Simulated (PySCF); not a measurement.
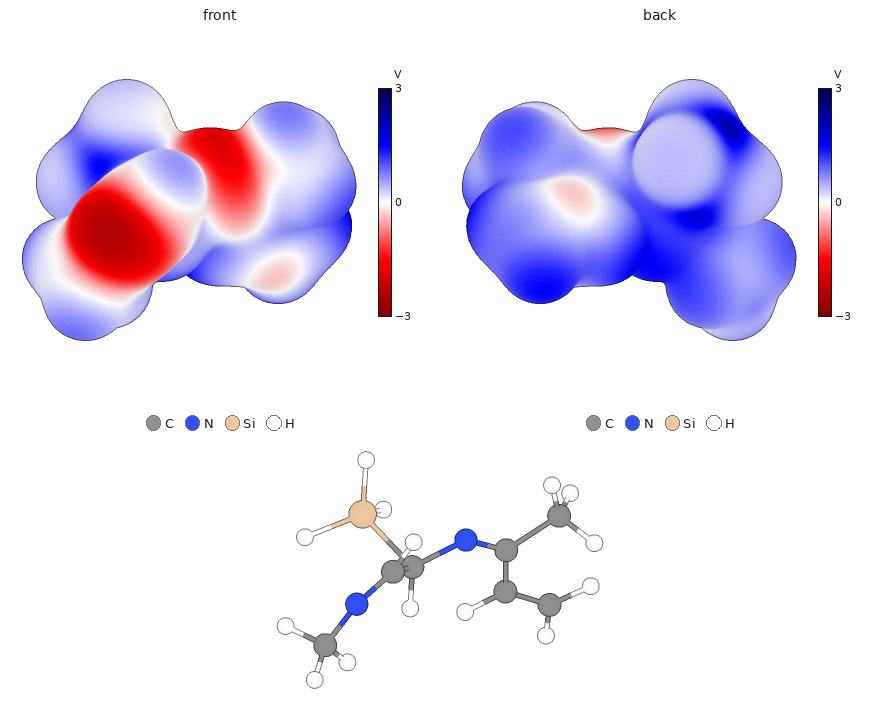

Figure. C₇H₁₄N₂Si (SMILES C=C/C(C)=N\[C@H]([SiH3])/C=N\C). The electrostatic potential painted on the density surface at 0.004 e/bohr³, seen from the front and from behind; the colour scale runs from red (negative) to blue (positive). The bare structure is drawn below in the same view.

Geometry: GFN2-xTB.

The calculation used PBE0/pcSseg-1, SCF density, gas phase, non-relativistic in PySCF 2.14.0.

```xyz
24

C    -2.5085   -1.5080   -1.9047
C    -1.4904   -1.0153   -1.2074
C    -1.5849   -0.4543    0.1408
C    -2.9013   -0.5628    0.8566
N    -0.6509    0.1213    0.7848
C     0.6671    0.3506    0.3249
Si    1.7054   -1.0590    1.1414
C     1.1563    1.6463    0.8782
N     2.0850    2.3968    0.4855
C     2.9074    2.1019   -0.6512
H    -3.5163   -1.5233   -1.5274
H    -2.3684   -1.9134   -2.8932
H    -0.5022   -1.0308   -1.6496
H    -3.6646    0.0089    0.3314
H    -2.7916   -0.1652    1.8609
H    -3.2230   -1.6010    0.9114
H     0.8030    0.3185   -0.7655
H     1.1875   -2.3178    0.6017
H     1.5116   -0.9859    2.5833
H     3.1099   -0.8861    0.7710
H     0.6153    1.9777    1.7585
H     3.2418    3.0528   -1.0676
H     3.7891    1.5487   -0.3209
H     2.4109    1.5193   -1.4353
```

Describe the electrostatic potential map.

Answer. The most negative region (about −2.4 V) lies over N9, the most positive (about +1.8 V) over Si7. N9 is the likeliest acceptor of a hydrogen bond.
